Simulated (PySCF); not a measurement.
# C5H11B: spin-spin couplings

Aim: predict the spin-spin couplings of C5H11B (`C=C(C)B(C)C`).

Computed with PySCF 2.14.0, with density-fitted response routines of our own, on a single molecule in the gas phase. Atoms count from 0, in the outputs and in this text.

### 1 The starting structure

17 atoms, charge 0, multiplicity 1; geometry from: GFN2-xTB.

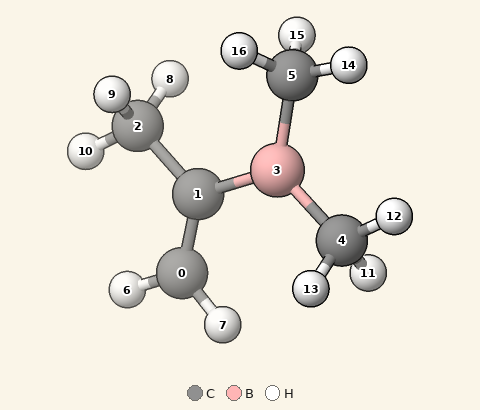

The starting geometry (carbon grey, boron pink, hydrogen white), atoms numbered.

### 2 Indirect couplings: B3LYP/pcJ-1

What the job is given:

```
{"job": {"kind": "j", "xc": "B3LYP", "basis": "pcJ-1"}, "charge": 0, "multiplicity": 1}
C      1.364763    -1.299093    -0.769534
C      0.848046    -0.313710    -0.031638
C      1.758281     0.428833     0.911264
B     -0.664298     0.091694    -0.116517
C     -1.639066    -0.674673    -1.096029
C     -1.203959     1.270386     0.784583
H      2.407150    -1.578430    -0.711235
H      0.769196    -1.868167    -1.462409
H      1.397455     0.336582     1.934290
H      1.773990     1.488735     0.663077
H      2.776489     0.046449     0.866229
H     -1.669203    -1.738636    -0.864779
H     -2.661972    -0.306886    -1.068169
H     -1.295770    -0.601714    -2.127118
H     -2.263325     1.477347     0.652103
H     -1.042135     1.058533     1.841166
H     -0.662640     2.194779     0.584807
```

Method: B3LYP/pcJ-1 indirect spin-spin coupling, non-relativistic, gas phase.

Launch:

```bash
> OMP_NUM_THREADS=1 python probes_run.py task.json out
```

One launch serves the whole session: the jobs run in the order shown.

Output:

```text
coarse grid: 13336 points
cycle   1  E = -221.8852184154  dE =  3.108e-01  |g| = 5.984e-01  |ddm| = 3.119e+00
cycle   2  E = -221.8506635896  dE =  3.455e-02  |g| = 6.947e-01  |ddm| = 1.124e+00
cycle   3  E = -221.9785050531  dE = -1.278e-01  |g| = 7.871e-02  |ddm| = 6.742e-01
cycle   4  E = -221.9790710264  dE = -5.660e-04  |g| = 6.440e-02  |ddm| = 1.065e-01
cycle   5  E = -221.9801443928  dE = -1.073e-03  |g| = 2.965e-03  |ddm| = 4.704e-02
cycle   6  E = -221.9801461640  dE = -1.771e-06  |g| = 7.247e-04  |ddm| = 3.270e-03
final grid: 126344 points
cycle   7  E = -222.0270086951  dE = -1.244e-04  |g| = 7.829e-03  |ddm| = 2.812e-02
cycle   8  E = -222.0270041707  dE =  4.524e-06  |g| = 8.856e-03  |ddm| = 1.252e-02
cycle   9  E = -222.0270237339  dE = -1.956e-05  |g| = 2.435e-04  |ddm| = 6.819e-03
cycle  10  E = -222.0270237357  dE = -1.813e-09  |g| = 1.931e-04  |ddm| = 3.344e-04
cycle  11  E = -222.0270237445  dE = -8.801e-09  |g| = 6.813e-05  |ddm| = 1.904e-04
cycle  12  E = -222.0270237457  dE = -1.178e-09  |g| = 1.010e-05  |ddm| = 5.734e-05
cycle  13  E = -222.0270237457  dE = -2.001e-11  |g| = 4.619e-06  |ddm| = 1.133e-05
converged SCF energy = -222.0270237457

Indirect spin-spin couplings (Hz)
  i      j    bonds     total        FC       PSO       DSO        SD
  0 C    1 C    1     65.975    76.049   -10.245     0.171         -
  0 C    2 C    2      1.537     1.922    -0.346    -0.040         -
  0 C    3 B    2      4.704     3.245     0.696    -0.028     0.790
  0 C    4 C    3      2.140     2.160    -0.031     0.010         -
  0 C    5 C    3      2.418     2.191     0.290    -0.063         -
  0 C    6 H    1    159.752   159.095     0.055     0.602         -
  0 C    7 H    1    161.583   160.910     0.055     0.618         -
  0 C    8 H    3      7.004     7.155     0.241    -0.392         -
  0 C    9 H    3      7.020     7.170     0.243    -0.393         -
  0 C   10 H    3      8.857     9.271    -0.459     0.045         -
  0 C   11 H    4      0.999     1.085    -0.187     0.102         -
  0 C   12 H    4      0.800     0.817     0.289    -0.307         -
  0 C   13 H    4      1.010     1.096    -0.187     0.102         -
  0 C   14 H    4      0.718     0.723     0.290    -0.295         -
  0 C   15 H    4      0.435     0.418     0.257    -0.241         -
  0 C   16 H    4      0.428     0.411     0.257    -0.240         -
  1 C    2 C    1     35.811    36.890    -1.279     0.201         -
  1 C    3 B    1     62.675    63.542    -1.510     0.287     0.356
  1 C    4 C    2      4.786     4.902    -0.138     0.022         -
  1 C    5 C    2      4.768     4.782    -0.043     0.028         -
  1 C    6 H    2     -2.896    -0.895    -1.529    -0.473         -
  1 C    7 H    2      2.273     4.244    -1.536    -0.436         -
  1 C    8 H    2     -5.938    -5.908     0.061    -0.091         -
  1 C    9 H    2     -5.939    -5.908     0.060    -0.091         -
  1 C   10 H    2     -4.170    -3.807    -0.189    -0.174         -
  1 C   11 H    3     -0.115     0.018    -0.166     0.033         -
  1 C   12 H    3      6.863     6.929     0.228    -0.294         -
  1 C   13 H    3     -0.131     0.003    -0.166     0.032         -
  1 C   14 H    3      7.075     7.113     0.250    -0.288         -
  1 C   15 H    3      0.195     0.266    -0.135     0.064         -
  1 C   16 H    3      0.224     0.295    -0.136     0.065         -
  2 C    3 B    2      3.788     3.794     0.017     0.001    -0.024
  2 C    4 C    3      1.815     1.793     0.074    -0.052         -
  2 C    5 C    3      1.875     1.880    -0.025     0.020         -
  2 C    6 H    3      9.814     9.988    -0.170    -0.005         -
  2 C    7 H    3     13.685    13.774     0.417    -0.505         -
  2 C    8 H    1    131.070   129.185     1.221     0.664         -
  2 C    9 H    1    131.078   129.194     1.220     0.665         -
  2 C   10 H    1    132.682   130.910     1.117     0.655         -
  2 C   12 H    4      0.481     0.495     0.242    -0.256         -
  2 C   14 H    4      0.687     0.669     0.302    -0.285         -
  2 C   15 H    4      0.331     0.299    -0.108     0.140         -
  2 C   16 H    4      0.333     0.301    -0.109     0.141         -
  3 B    4 C    1     51.906    53.324    -2.028     0.207     0.403
  3 B    5 C    1     50.615    52.261    -2.226     0.208     0.373
  3 B    6 H    3      8.563     8.529     0.601    -0.551    -0.015
  3 B    7 H    3      5.180     5.286    -0.137     0.057    -0.027
  3 B    8 H    3      1.405     1.569    -0.163     0.025    -0.026
  3 B    9 H    3      1.420     1.586    -0.166     0.027    -0.026
  3 B   10 H    3      6.527     6.520     0.492    -0.492     0.007
  3 B   11 H    2     -4.443    -4.427    -0.028    -0.158     0.169
  3 B   12 H    2     -4.715    -4.199    -0.328    -0.236     0.049
  3 B   13 H    2     -4.421    -4.406    -0.026    -0.159     0.170
  3 B   14 H    2     -4.987    -4.436    -0.355    -0.242     0.046
  3 B   15 H    2     -4.065    -4.068    -0.021    -0.153     0.179
  3 B   16 H    2     -4.057    -4.055    -0.024    -0.155     0.176
  4 C    5 C    2      6.139     6.443    -0.303    -0.002         -
  4 C    6 H    4      0.276     0.270     0.299    -0.292         -
  4 C    7 H    4      0.507     0.425    -0.190     0.272         -
  4 C   10 H    4      0.969     0.984     0.248    -0.262         -
  4 C   11 H    1    118.676   116.243     1.852     0.581         -
  4 C   12 H    1    128.630   126.453     1.623     0.554         -
  4 C   13 H    1    118.650   116.216     1.853     0.581         -
  4 C   14 H    3      5.177     5.267    -0.146     0.057         -
  4 C   15 H    3      2.003     2.075     0.179    -0.251         -
  4 C   16 H    3      2.070     2.141     0.181    -0.252         -
  5 C    6 H    4      1.485     1.468     0.299    -0.282         -
  5 C    7 H    4      0.278     0.265     0.228    -0.215         -
  5 C    8 H    4      0.403     0.380    -0.122     0.145         -
  5 C    9 H    4      0.410     0.387    -0.124     0.147         -
  5 C   10 H    4      0.811     0.797     0.307    -0.294         -
  5 C   11 H    3      2.063     2.138     0.177    -0.252         -
  5 C   12 H    3      5.229     5.330    -0.161     0.060         -
  5 C   13 H    3      2.050     2.125     0.176    -0.252         -
  5 C   14 H    1    128.933   126.796     1.582     0.555         -
  5 C   15 H    1    117.944   115.494     1.858     0.591         -
  5 C   16 H    1    118.077   115.631     1.855     0.591         -
  6 H    7 H    2      2.724     2.520     3.537    -3.334         -
  6 H    8 H    4     -2.915    -2.763     1.039    -1.191         -
  6 H    9 H    4     -2.903    -2.751     1.043    -1.194         -
  6 H   10 H    4     -0.532    -0.559    -1.728     1.755         -
  6 H   11 H    5     -0.698    -0.627     0.847    -0.918         -
  6 H   13 H    5     -0.696    -0.626     0.848    -0.918         -
  6 H   14 H    5      0.684     0.766     1.128    -1.210         -
  6 H   15 H    5     -0.586    -0.510     0.875    -0.951         -
  6 H   16 H    5     -0.579    -0.502     0.873    -0.950         -
  7 H    8 H    4     -2.518    -2.385     1.597    -1.730         -
  7 H    9 H    4     -2.500    -2.367     1.597    -1.730         -
  7 H   11 H    5     -0.575    -0.668    -1.636     1.729         -
  7 H   13 H    5     -0.576    -0.670    -1.642     1.736         -
  7 H   15 H    5     -0.567    -0.484     0.862    -0.945         -
  7 H   16 H    5     -0.560    -0.477     0.861    -0.944         -
  8 H    9 H    2    -18.667   -18.832     2.643    -2.478         -
  8 H   10 H    2    -12.907   -13.007     2.712    -2.612         -
  8 H   11 H    5     -0.428    -0.368     0.464    -0.525         -
  8 H   13 H    5     -0.495    -0.425     0.954    -1.024         -
  8 H   14 H    5      0.172     0.205     0.916    -0.949         -
  8 H   16 H    5     -0.323    -0.296    -0.277     0.250         -
  9 H   10 H    2    -12.899   -12.999     2.711    -2.611         -
  9 H   11 H    5     -0.492    -0.422     0.954    -1.024         -
  9 H   13 H    5     -0.429    -0.369     0.469    -0.529         -
  9 H   14 H    5      0.173     0.207     0.914    -0.947         -
  9 H   15 H    5     -0.325    -0.298    -0.280     0.254         -
 10 H   12 H    5      0.491     0.560     1.087    -1.156         -
 10 H   14 H    5      0.273     0.333     1.355    -1.414         -
 11 H   12 H    2    -13.965   -14.124     2.808    -2.649         -
 11 H   13 H    2    -20.500   -20.698     2.656    -2.458         -
 11 H   15 H    4      4.981     5.080     0.705    -0.803         -
 11 H   16 H    4     -1.148    -1.042     1.455    -1.561         -
 12 H   13 H    2    -14.036   -14.196     2.804    -2.645         -
 12 H   14 H    4     -0.179    -0.251    -1.442     1.514         -
 13 H   15 H    4     -1.115    -1.010     1.455    -1.561         -
 13 H   16 H    4      4.986     5.084     0.710    -0.809         -
 14 H   15 H    2    -13.694   -13.855     2.792    -2.632         -
 14 H   16 H    2    -13.622   -13.782     2.794    -2.634         -
 15 H   16 H    2    -20.608   -20.820     2.595    -2.383         -
```

Wall time 100 s (1 thread of Arm Neoverse N1, shared host); peak memory 1.1 GiB.

A choice of the couplings up to four bonds, sorted by the number of bonds, with means over like pairs; isotopes 11B, 13C, 1H:

| pair | bonds | J (Hz) | Fermi contact (Hz) | dihedral (°) |
| --- | --- | --- | --- | --- |
| C0–H7 | 1 | 161.6 | 160.9 | – |
| C0–H6 | 1 | 159.8 | 159.1 | – |
| C2–H8 | 1 | 131.6 | 129.8 | – |
| C4–H11 | 1 | 121.8 | 119.5 | – |
| C0–C1 | 1 | 66.0 | 76.0 | – |
| C1–B3 | 1 | 62.7 | 63.5 | – |
| B3–C4 | 1 | 51.3 | 52.8 | – |
| C1–C2 | 1 | 35.8 | 36.9 | – |
| H11–H12 | 2 | -16.1 | -16.2 | – |
| H8–H9 | 2 | -14.8 | -14.9 | – |
| C4–C5 | 2 | 6.1 | 6.4 | – |
| C1–H8 | 2 | -5.3 | -5.2 | – |
| C1–C4 | 2 | 4.8 | 4.8 | – |
| C0–B3 | 2 | 4.7 | 3.2 | – |
| B3–H11 | 2 | -4.4 | -4.3 | – |
| C2–B3 | 2 | 3.8 | 3.8 | – |
| C1–H6 | 2 | -2.9 | -0.9 | – |
| C2–H7 | 3 | 13.7 | 13.8 | -180 |
| C2–H6 | 3 | 9.8 | 10.0 | 0 |
| B3–H6 | 3 | 8.6 | 8.5 | 180 |
| C0–H8 | 3 | 7.6 | 7.9 | – |
| B3–H7 | 3 | 5.2 | 5.3 | 0 |
| B3–H8 | 3 | 3.1 | 3.2 | – |
| C4–H14 | 3 | 3.1 | 3.2 | – |
| C1–H11 | 3 | 2.4 | 2.4 | – |
| C0–C4 | 3 | 2.3 | 2.2 | – |
| H6–H8 | 4 | -2.1 | -2.0 | – |
| H7–H8 | 4 | -1.7 | -1.6 | – |

The spin-dipole term was solved for some atoms only; pairs without it lack that part.

Quadrupole couplings from the field gradients of the same density:

| atom | isotope | eQq/h (MHz) | η |
| --- | --- | --- | --- |
| B3 | 11B | 5.230 | 0.03 |

### 3 Summary of results

```
                                   quantity                    value
largest coupling of the table (B3LYP/pcJ-1)  1J(C,H) C0–H7, 161.6 Hz
```

**Reading.** Of the pairs tabulated at B3LYP/pcJ-1, C0–H7 couples most strongly (161.6 Hz; Fermi contact 160.9 Hz). Couplings across rotatable bonds belong to this one conformer; where others are populated, the observed values are averages.
